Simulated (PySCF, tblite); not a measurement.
# C6H4FO−: dynamics, then NMR shifts on frames, part 2 of 2

tblite 0.8.0 and PySCF 2.14.0. Atoms count from 0. Earlier steps stand in the parts before.

## Step 5: Nuclear shieldings: 625 fs, PBE0/pcSseg-1

What the job is given:

```
{"job": {"kind": "nmr", "xc": "PBE0", "basis": "pcSseg-1", "pop": false}, "charge": -1, "multiplicity": 1}
O     -3.159700    -0.791400     1.275000
C     -2.018700    -0.473600     0.897400
C     -0.866800    -1.187200     1.332500
C      0.394400    -0.971700     0.839400
C      0.478200    -0.093800    -0.218400
F      1.740100    -0.047700    -0.786400
C     -0.533000     0.793100    -0.611400
C     -1.780800     0.595500    -0.044900
H     -1.097600    -1.812300     2.150500
H      1.171800    -1.656800     1.135500
H     -0.276200     1.614300    -1.255700
H     -2.725500     1.158500    -0.187100
```

Level: GIAO PBE0/pcSseg-1 NMR shielding, non-relativistic, gas phase.

What it wrote:

```text
coarse grid: 11168 points
cycle   1  E = -405.3734954981  dE =  1.509e+00  |g| = 9.676e-01  |ddm| = 3.481e+00
cycle   2  E = -402.9346915951  dE =  2.439e+00  |g| = 2.895e+00  |ddm| = 5.265e+00
cycle   3  E = -405.4955101535  dE = -2.561e+00  |g| = 5.491e-01  |ddm| = 4.984e+00
cycle   4  E = -405.5696827802  dE = -7.417e-02  |g| = 1.324e-01  |ddm| = 7.571e-01
cycle   5  E = -405.5726506615  dE = -2.968e-03  |g| = 4.500e-02  |ddm| = 1.394e-01
cycle   6  E = -405.5729865796  dE = -3.359e-04  |g| = 2.162e-02  |ddm| = 5.658e-02
cycle   7  E = -405.5730960504  dE = -1.095e-04  |g| = 6.298e-03  |ddm| = 3.248e-02
cycle   8  E = -405.5731042304  dE = -8.180e-06  |g| = 2.771e-03  |ddm| = 8.612e-03
final grid: 111552 points
cycle   9  E = -405.6367136277  dE =  3.491e-07  |g| = 1.490e-02  |ddm| = 3.586e-02
cycle  10  E = -405.6365810598  dE =  1.326e-04  |g| = 2.936e-02  |ddm| = 5.008e-02
cycle  11  E = -405.6367596473  dE = -1.786e-04  |g| = 1.940e-03  |ddm| = 3.631e-02
cycle  12  E = -405.6367604909  dE = -8.436e-07  |g| = 3.781e-04  |ddm| = 2.713e-03
cycle  13  E = -405.6367605104  dE = -1.950e-08  |g| = 1.742e-04  |ddm| = 5.174e-04
cycle  14  E = -405.6367605173  dE = -6.903e-09  |g| = 4.910e-05  |ddm| = 2.324e-04
cycle  15  E = -405.6367605179  dE = -5.571e-10  |g| = 1.809e-05  |ddm| = 6.168e-05
converged SCF energy = -405.6367605179

GIAO shielding tensors (ppm)
atom      isotropic    diamagn.    paramagn.     s11        s22        s33       span
  0 O       -8.671     402.924    -411.596   -251.228    -72.725    297.940    549.168
  1 C        9.374     244.349    -234.975    -46.701    -39.464    114.288    160.990
  2 C       65.982     255.081    -189.100    -15.443     68.979    144.409    159.853
  3 C       69.944     254.161    -184.217    -24.367     75.095    159.105    183.472
  4 C       34.070     249.343    -215.274    -17.447     43.457     76.199     93.646
  5 F      337.162     478.562    -141.401    302.666    338.006    370.813     68.147
  6 C       73.559     253.970    -180.411     -8.890     68.478    161.089    169.979
  7 C       64.203     253.015    -188.812    -11.405     66.330    137.682    149.087
  8 H       26.393      32.279      -5.886     23.878     26.228     29.072      5.193
  9 H       25.148      31.779      -6.630     22.715     24.741     27.989      5.273
 10 H       25.255      31.592      -6.337     23.122     25.226     27.417      4.295
 11 H       25.291      30.251      -4.960     23.294     25.377     27.203      3.908
```

It took 15 s on 1 thread of Intel Xeon Platinum 8375C at 2.90GHz, shared host; peak memory 0.74 GiB.

Key values: δ C1 177.6, C4 152.9, C7 122.7, C2 120.9, H9 6.57, H10 6.46 ppm.

## Step 6: Shielding tensors: 800 fs, PBE0/pcSseg-1

What the job is given:

```
{"job": {"kind": "nmr", "xc": "PBE0", "basis": "pcSseg-1", "pop": false}, "charge": -1, "multiplicity": 1}
O     -3.080000    -0.377100     1.450800
C     -2.031000    -0.320800     0.753100
C     -0.884500    -1.059900     1.015500
C      0.332100    -0.862900     0.418400
C      0.338600     0.065200    -0.629200
F      1.481000     0.218300    -1.337800
C     -0.760500     0.737100    -1.090900
C     -1.930000     0.587800    -0.377200
H     -0.880700    -1.748300     1.845900
H      1.270300    -1.290700     0.746900
H     -0.659000     1.434700    -1.870900
H     -2.764500     1.181600    -0.690100
```

With the program's defaults for keys left out, this is: GIAO PBE0/pcSseg-1 NMR shielding, non-relativistic, gas phase.

What it wrote:

```text
coarse grid: 11168 points
cycle   1  E = -405.3771154025  dE =  1.584e+00  |g| = 9.673e-01  |ddm| = 3.501e+00
cycle   2  E = -402.8475598535  dE =  2.530e+00  |g| = 2.895e+00  |ddm| = 5.566e+00
cycle   3  E = -405.4922292702  dE = -2.645e+00  |g| = 5.709e-01  |ddm| = 5.298e+00
cycle   4  E = -405.5737691027  dE = -8.154e-02  |g| = 1.222e-01  |ddm| = 7.705e-01
cycle   5  E = -405.5764485143  dE = -2.679e-03  |g| = 4.460e-02  |ddm| = 1.688e-01
cycle   6  E = -405.5767604177  dE = -3.119e-04  |g| = 2.187e-02  |ddm| = 5.737e-02
cycle   7  E = -405.5768818433  dE = -1.214e-04  |g| = 7.106e-03  |ddm| = 3.283e-02
cycle   8  E = -405.5768926915  dE = -1.085e-05  |g| = 2.372e-03  |ddm| = 8.954e-03
cycle   9  E = -405.5768941263  dE = -1.435e-06  |g| = 6.572e-04  |ddm| = 4.187e-03
final grid: 111552 points
cycle  10  E = -405.6412007105  dE = -1.877e-05  |g| = 1.164e-02  |ddm| = 3.468e-02
cycle  11  E = -405.6411282396  dE =  7.247e-05  |g| = 2.246e-02  |ddm| = 3.906e-02
cycle  12  E = -405.6412274476  dE = -9.921e-05  |g| = 1.822e-03  |ddm| = 2.920e-02
cycle  13  E = -405.6412281703  dE = -7.227e-07  |g| = 3.709e-04  |ddm| = 2.523e-03
cycle  14  E = -405.6412281884  dE = -1.810e-08  |g| = 1.666e-04  |ddm| = 4.946e-04
cycle  15  E = -405.6412281946  dE = -6.138e-09  |g| = 3.903e-05  |ddm| = 2.201e-04
cycle  16  E = -405.6412281949  dE = -3.265e-10  |g| = 1.870e-05  |ddm| = 5.489e-05
converged SCF energy = -405.6412281949

GIAO shielding tensors (ppm)
atom      isotropic    diamagn.    paramagn.     s11        s22        s33       span
  0 O       -2.422     402.973    -405.395   -258.131    -71.450    322.314    580.445
  1 C       13.546     239.385    -225.840    -51.422    -21.162    113.220    164.642
  2 C       73.701     254.253    -180.551      1.531     68.432    151.141    149.610
  3 C       69.119     255.841    -186.722    -26.077     77.297    156.138    182.215
  4 C       34.900     250.484    -215.584    -27.161     49.055     82.807    109.968
  5 F      340.184     479.018    -138.834    305.882    349.329    365.342     59.460
  6 C       69.286     256.478    -187.192    -28.131     76.560    159.429    187.560
  7 C       62.004     255.177    -193.173    -19.732     60.249    145.495    165.227
  8 H       26.424      31.376      -4.951     23.630     26.256     29.387      5.757
  9 H       25.151      32.370      -7.218     23.172     24.342     27.941      4.769
 10 H       25.582      33.162      -7.580     23.658     24.455     28.632      4.974
 11 H       26.050      31.872      -5.822     24.186     25.409     28.555      4.369
```

Run time: 15 s. Hardware: 1 thread of Intel Xeon Platinum 8375C at 2.90GHz, shared host; peak memory 0.74 GiB.

In short: δ C1 173.4, C4 152.0, C7 124.9, C3 117.8, H9 6.57, H10 6.14 ppm.

## Step 7: Nuclear shieldings: 1000 fs, PBE0/pcSseg-1

What the job is given:

```
{"job": {"kind": "nmr", "xc": "PBE0", "basis": "pcSseg-1", "pop": false}, "charge": -1, "multiplicity": 1}
O     -2.975200    -0.932700     1.702900
C     -1.973300    -0.644400     0.994800
C     -0.691800    -1.260500     1.251600
C      0.514200    -0.930400     0.568400
C      0.392200    -0.016500    -0.515800
F      1.546300     0.228100    -1.297000
C     -0.784200     0.601400    -0.784200
C     -1.917600     0.285200    -0.089500
H     -0.677900    -1.751800     2.177900
H      1.478100    -1.396900     0.784100
H     -0.810300     1.401500    -1.541200
H     -2.893100     0.752300    -0.299200
```

Level: GIAO PBE0/pcSseg-1 NMR shielding, non-relativistic, gas phase.

What it wrote:

```text
coarse grid: 11168 points
cycle   1  E = -405.3812952914  dE =  1.360e+00  |g| = 9.581e-01  |ddm| = 3.460e+00
cycle   2  E = -402.6145157029  dE =  2.767e+00  |g| = 2.897e+00  |ddm| = 4.843e+00
cycle   3  E = -405.4770844129  dE = -2.863e+00  |g| = 6.204e-01  |ddm| = 4.619e+00
cycle   4  E = -405.5724732216  dE = -9.539e-02  |g| = 1.351e-01  |ddm| = 7.311e-01
cycle   5  E = -405.5761131754  dE = -3.640e-03  |g| = 5.265e-02  |ddm| = 2.129e-01
cycle   6  E = -405.5766499004  dE = -5.367e-04  |g| = 1.959e-02  |ddm| = 6.871e-02
cycle   7  E = -405.5767378525  dE = -8.795e-05  |g| = 4.014e-03  |ddm| = 2.875e-02
cycle   8  E = -405.5767402532  dE = -2.401e-06  |g| = 2.006e-03  |ddm| = 5.458e-03
final grid: 111552 points
cycle   9  E = -405.6415023442  dE = -1.376e-05  |g| = 1.276e-02  |ddm| = 3.178e-02
cycle  10  E = -405.6414049663  dE =  9.738e-05  |g| = 2.544e-02  |ddm| = 4.273e-02
cycle  11  E = -405.6415350530  dE = -1.301e-04  |g| = 1.579e-03  |ddm| = 3.144e-02
cycle  12  E = -405.6415356291  dE = -5.762e-07  |g| = 3.569e-04  |ddm| = 2.269e-03
cycle  13  E = -405.6415356468  dE = -1.768e-08  |g| = 1.727e-04  |ddm| = 4.997e-04
cycle  14  E = -405.6415356535  dE = -6.639e-09  |g| = 3.566e-05  |ddm| = 2.033e-04
cycle  15  E = -405.6415356537  dE = -2.481e-10  |g| = 2.081e-05  |ddm| = 5.000e-05
converged SCF energy = -405.6415356537

GIAO shielding tensors (ppm)
atom      isotropic    diamagn.    paramagn.     s11        s22        s33       span
  0 O        1.433     402.285    -400.852   -232.299    -75.738    312.336    544.635
  1 C        8.601     245.188    -236.587    -50.960    -39.742    116.506    167.466
  2 C       56.665     254.590    -197.925    -25.312     53.704    141.603    166.915
  3 C       59.637     255.586    -195.949    -35.258     62.011    152.157    187.415
  4 C       27.954     250.917    -222.963    -25.262     40.899     68.227     93.489
  5 F      330.684     478.922    -148.239    290.367    323.610    378.074     87.707
  6 C       75.064     254.893    -179.830     -8.624     75.233    158.582    167.205
  7 C       71.445     253.023    -181.578     -1.710     74.466    141.578    143.288
  8 H       26.069      32.564      -6.495     24.450     24.647     29.111      4.661
  9 H       24.660      31.541      -6.881     22.727     23.874     27.379      4.651
 10 H       25.123      30.805      -5.683     21.972     25.824     27.572      5.601
 11 H       25.995      30.150      -4.155     23.432     26.512     28.040      4.608
```

It took 15 s on 1 thread of Intel Xeon Platinum 8375C at 2.90GHz, shared host; peak memory 0.74 GiB.

In short: δ C1 178.3, C4 159.0, C2 130.3, C3 127.3, H9 7.06, H10 6.59 ppm.

## Step 8: Side by side: NMR shifts

Shifts (ppm) of some atoms, chosen among heavy atoms and hydrogens apart, with basis size and wall time:

```csv
frame,C2,C3,C7,H8,H11,O0,F5,functions,time
250 fs,124.9,116.8,112.2,5.94,5.62,351.3,-169.8,156,15 s
425 fs,121.5,120.1,115.1,5.93,5.08,348.1,-171.8,156,16 s
625 fs,120.9,117.0,122.7,5.32,6.43,344.8,-166.2,156,15 s
800 fs,113.2,117.8,124.9,5.29,5.67,338.5,-169.2,156,15 s
1000 fs,130.3,127.3,115.5,5.65,5.72,334.6,-159.7,156,15 s
```

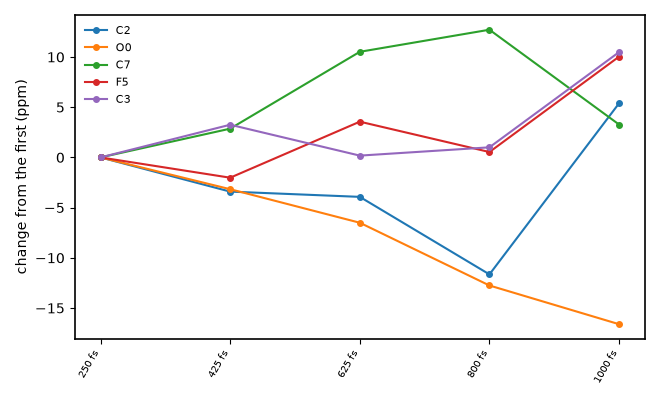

How five of the tabulated atoms move from run to run.

## Step 9: Summary of results

What follows sums up all 2 parts.

| quantity | value |
| --- | --- |
| thermostat | 300 K |
| mean temperature, second half | 276 K |
| mean potential energy above the minimum | 0.35 eV |
| 13C shifts against TMS (PBE0/pcSseg-1, 250 fs) | 179.2, 153.8, 124.9, 121.7, 116.8, 112.2 ppm |
| 1H shifts against TMS (PBE0/pcSseg-1, 250 fs) | 6.93, 6.14, 5.94, 5.62 ppm |
| 17O shifts against H2O (PBE0/pcSseg-1, 250 fs) | 351.3 ppm |
| 19F shifts against CFCl3 (PBE0/pcSseg-1, 250 fs) | -169.8 ppm |
| range of the shift of C2 | 113.2 to 130.3 ppm |

What this shows: In the second half the potential energy averages 0.35 eV above the minimum; equipartition over 30 harmonic modes at 300 K would give 0.39 eV. With 12 atoms the temperature swings widely (145 to 380 K). Shifts at one fixed geometry are not the observed spectrum, which averages over the motion. In the first frame run (250 fs): Shielding is most anisotropic at O0 (span 590 ppm, paramagnetic term -419 ppm). NICS(1)zz of -16 ppm above the planar ring from C1 marks a diatropic (aromatic) ring current. In ppm, C2 moves most: its shift spreads over 17.0 ppm, from 113.2 (800 fs) to 130.3 (1000 fs).
